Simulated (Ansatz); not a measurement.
# Calculations on C$_{2}$H$_{5}$ClSiTe

Part 1: Relaxation

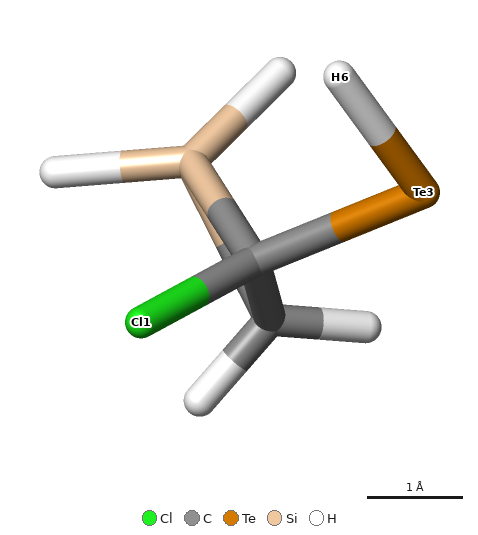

Starting structure of C2H5ClSiTe. Style: stick. Shown from a free direction.

The run prepares an end point of a later path (torsion) calculation, from a guessed geometry.

The calculation used Ansatz 0.2.0, RKS PBE0-D4/def2-SVP.

The input:
```yaml
crystal:
  periodic: [false, false, false]
  atoms:
    - { symbol: Cl, position_ang: [-1.9787, -0.4459, 1.016] }
    - { symbol: C, position_ang: [-0.3406, -0.4014, 0.4419] }
    - { symbol: Te, position_ang: [1.1491, -1.0766, 1.7839] }
    - { symbol: C, position_ang: [-0.0601, -0.6873, -0.9957] }
    - { symbol: Si, position_ang: [0.1376, 1.122, -0.5743] }
    - { symbol: H, position_ang: [0.7555, 0.1996, 2.9092] }
    - { symbol: H, position_ang: [0.8252, -1.2508, -1.2199] }
    - { symbol: H, position_ang: [-1.0243, -0.8799, -1.5737] }
    - { symbol: H, position_ang: [-0.9498, 1.9329, -1.1114] }
    - { symbol: H, position_ang: [1.5692, 1.4363, -0.6732] }
basis:
  gaussian: { orbitals: def2-SVP }
hamiltonian:
  xc: pbe0
  dispersion: d4
relax:
  f_tol: 0.015
  max_steps: 40
output:
  orbitals: {}
```

Run as
```bash
ansatz run input.yaml --threads 2 --pin off --max-ram 3072MiB --backend cpu --events-out ev --progress --plain --runs-dir out
```

### Where does the relaxation end?

After 8 accepted moves (9 points after the start) the energy has fallen by 8.58 kcal/mol. Largest force component: 2.3 eV/Å at the start, 0.0025 eV/Å at the end. The line search rejected the trial step at point 8 of the run. The forces were under the threshold at step 6, but the run went on from there. The largest move after the best rigid fit is that of H10, 0.29 Å. By element the largest moves are H 0.29 Å, Cl 0.12 Å, Te 0.12 Å, Si 0.08 Å, C 0.07 Å. Near-neighbour distances that change, for instance: Te3–H6 1.746 → 1.665 Å, C2–C4 1.492 → 1.537 Å, C4–H8 1.141 → 1.096 Å, Cl1–C2 1.736 → 1.777 Å. Bond angles that change, for instance: C4–Si5–H10 107.2° → 121.0°, H9–Si5–H10 125.6° → 116.3°, H7–C4–H8 120.2° → 112.6°.

Final geometry:

```xyz
10

Cl   -2.0659   -0.4673    0.9384
C    -0.3626   -0.3372    0.4478
Te    1.0627   -1.1242    1.8483
C    -0.0847   -0.7251   -1.0132
Si    0.1545    1.0902   -0.6485
H     0.9903    0.2171    2.8328
H     0.7631   -1.3891   -1.2154
H    -0.9804   -1.0012   -1.5819
H    -0.9054    2.0196   -1.1073
H     1.5115    1.6661   -0.4982
```

After the run, drawn alike:

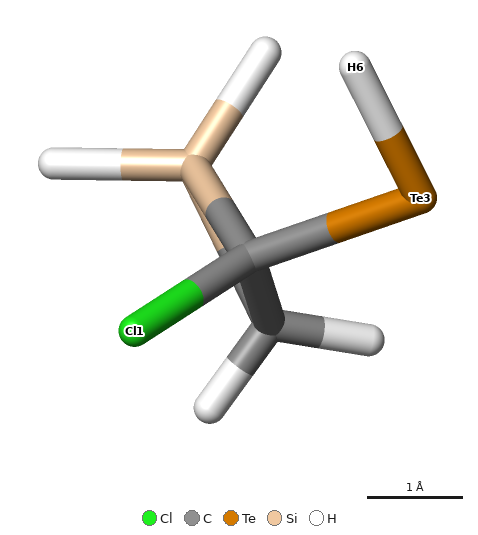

Part 2: Relaxation

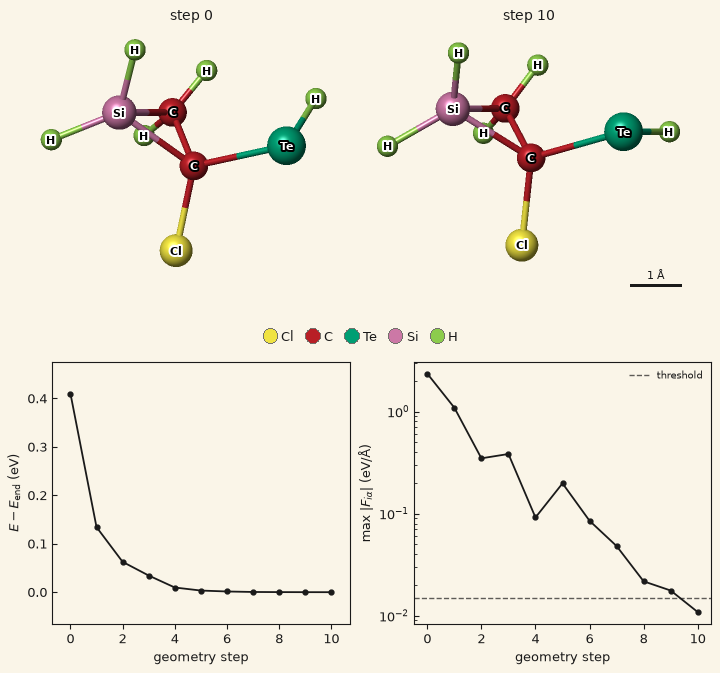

First and last geometry of a relaxation of C$_{2}$H$_{5}$ClSiTe, with the history of the run. Style: ball-and-stick. Shown at a tilt.

The run prepares an end point of a later path (torsion) calculation, from a guessed geometry.

Theory: RKS PBE0-D4/def2-SVP in Ansatz.

Input
```yaml
crystal:
  periodic: [false, false, false]
  atoms:
    - { symbol: Cl, position_ang: [-1.9787, -0.4459, 1.016] }
    - { symbol: C, position_ang: [-0.3406, -0.4014, 0.4419] }
    - { symbol: Te, position_ang: [1.1491, -1.0766, 1.7839] }
    - { symbol: C, position_ang: [-0.0601, -0.6873, -0.9957] }
    - { symbol: Si, position_ang: [0.1376, 1.122, -0.5743] }
    - { symbol: H, position_ang: [1.58405, -2.37154, 0.69585] }
    - { symbol: H, position_ang: [0.8252, -1.2508, -1.2199] }
    - { symbol: H, position_ang: [-1.0243, -0.8799, -1.5737] }
    - { symbol: H, position_ang: [-0.9498, 1.9329, -1.1114] }
    - { symbol: H, position_ang: [1.5692, 1.4363, -0.6732] }
basis:
  gaussian: { orbitals: def2-SVP }
hamiltonian:
  xc: pbe0
  dispersion: d4
relax:
  f_tol: 0.015
  max_steps: 40
```

Command:
```bash
ansatz run input.yaml --threads 2 --pin off --max-ram 3072MiB --backend cpu --events-out ev --progress --plain --runs-dir out
```

Q: Read the history and describe the run.

A: It converged. The largest move after the best rigid fit is that of H6, 0.73 Å. Largest moves by element: H 0.73 Å, Te 0.28 Å, Cl 0.21 Å, C 0.16 Å, Si 0.12 Å. Some distances before and after: Te3–H6 1.746 → 1.671 Å, C4–H8 1.141 → 1.097 Å, Cl1–C2 1.736 → 1.779 Å, C2–C4 1.492 → 1.535 Å. Bond angles that change, for instance: C4–Si5–H10 107.2° → 120.7°, H9–Si5–H10 125.6° → 116.3°, H7–C4–H8 120.2° → 113.0°. Groups turn about C2–Te3 by about 35°. Over 10 geometry steps the energy falls by 0.410 eV. Largest force component: 2.3 eV/Å at the start, 0.011 eV/Å at the end. Cost: 41 s on 2 threads of Intel(R) Xeon(R) Platinum 8488C (Sapphire Rapids), with other jobs on the host, peak memory 0.33 GiB.

Part 3: Path

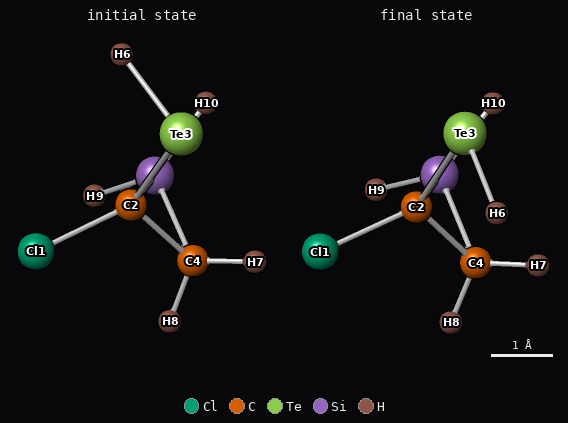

The two relaxed end points of a path for C2H5ClSiTe. Style: ball-and-stick. Shown from a free direction.

Computed with RKS PBE0-D4/def2-SVP in Ansatz 0.2.0.

Input
```yaml
crystal:
  periodic: [false, false, false]
  atoms:
    - { symbol: Cl, position_ang: [-2.066838, -0.46237, 0.938789] }
    - { symbol: C, position_ang: [-0.363235, -0.335902, 0.448176] }
    - { symbol: Te, position_ang: [1.060499, -1.123448, 1.850065] }
    - { symbol: C, position_ang: [-0.085827, -0.726376, -1.012251] }
    - { symbol: Si, position_ang: [0.156478, 1.089034, -0.650035] }
    - { symbol: H, position_ang: [0.990255, 0.219367, 2.832615] }
    - { symbol: H, position_ang: [0.760892, -1.392138, -1.213301] }
    - { symbol: H, position_ang: [-0.981921, -1.001727, -1.58066] }
    - { symbol: H, position_ang: [-0.901707, 2.019666, -1.110322] }
    - { symbol: H, position_ang: [1.514503, 1.662794, -0.500277] }
basis:
  gaussian: { orbitals: def2-SVP }
hamiltonian:
  xc: pbe0
  dispersion: d4
neb:
  order_check: false
  images: 5
  f_tol: 0.05
  max_iterations: 60
  initial_path: idpp
  final_atoms:
    - { symbol: Cl, position_ang: [-2.08024792, -0.12361467, 0.99671009] }
    - { symbol: C, position_ang: [-0.36456053, 0.0341096, 0.55491454] }
    - { symbol: Te, position_ang: [1.02329914, -0.10246751, 2.17834532] }
    - { symbol: C, position_ang: [0.01533182, -0.66502235, -0.75726022] }
    - { symbol: Si, position_ang: [0.08520545, 1.19541261, -0.85216804] }
    - { symbol: H, position_ang: [0.94295894, -1.76998224, 2.24546891] }
    - { symbol: H, position_ang: [0.92979167, -1.26687217, -0.75691784] }
    - { symbol: H, position_ang: [-0.82320029, -1.15884568, -1.26280645] }
    - { symbol: H, position_ang: [-1.03103238, 1.89937632, -1.52433462] }
    - { symbol: H, position_ang: [1.38555312, 1.90680609, -0.81915268] }
```

Command:
```bash
ansatz run input.yaml --threads 2 --pin off --max-ram 3072MiB --backend cpu --events-out ev --progress --plain --runs-dir out
```

### Predict the minimum-energy path and its barrier.

The highest point, image 3, lies 0.172 eV above the start and 0.184 eV above the end; the end is at −0.012 eV relative to the start. The motion is a rotation about the C2–Te3 bond by about 155°. No bond forms or breaks between the ends. Bond angles that change up to the highest image, for instance: Cl1–C2–Te3 115.4° → 113.1°. The band is converged. At the top, the vibrational analysis gives one imaginary mode (240i cm⁻¹), as a transition state must have.

Energies of the converged images:

```json
{"image": "0", "path (Å)": "0.00", "E (eV)": "0.000"}
{"image": "1", "path (Å)": "0.59", "E (eV)": "0.031"}
{"image": "2", "path (Å)": "1.18", "E (eV)": "0.114"}
{"image": "3", "path (Å)": "1.77", "E (eV)": "0.172"}
{"image": "4", "path (Å)": "2.36", "E (eV)": "0.109"}
{"image": "5", "path (Å)": "2.94", "E (eV)": "0.020"}
{"image": "6", "path (Å)": "3.52", "E (eV)": "-0.012"}
```

The geometry at the top of the path:

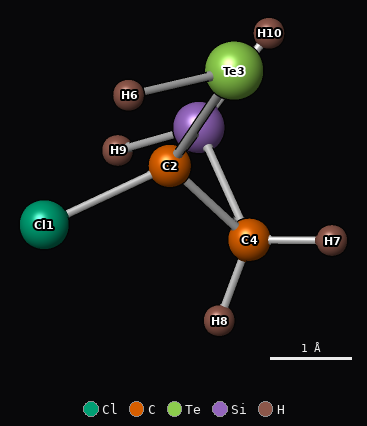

The run took 120 s on 2 threads of Intel(R) Xeon(R) Platinum 8488C (Sapphire Rapids) (shared host), peak memory 0.33 GiB.
